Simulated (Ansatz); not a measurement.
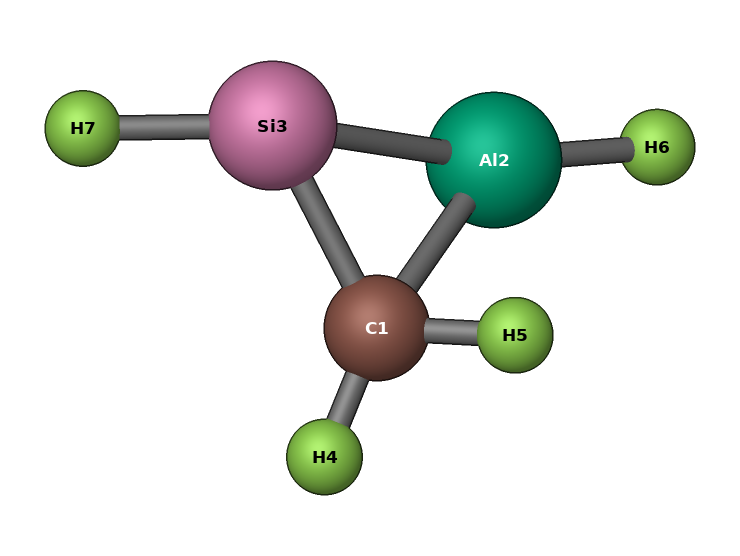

The questions are on Mulliken charges. The species has charge +1 and is a spin singlet. Computed geometry: PBE0-D4/def2-TZVP optimisation. No frequency run is at hand to confirm it as a minimum. Method: RKS PBE0-D4/def2-TZVP (Ansatz 0.2.0).

Give the Mulliken charges atom by atom.

| atom | value (e) |
| --- | --- |
| C1 | −0.36 |
| Al2 | 0.53 |
| Si3 | 0.23 |
| H4 | 0.22 |
| H5 | 0.22 |
| H6 | 0.06 |
| H7 | 0.11 |

Mulliken values depend strongly on the basis set and can even reverse the polarity of a bond.
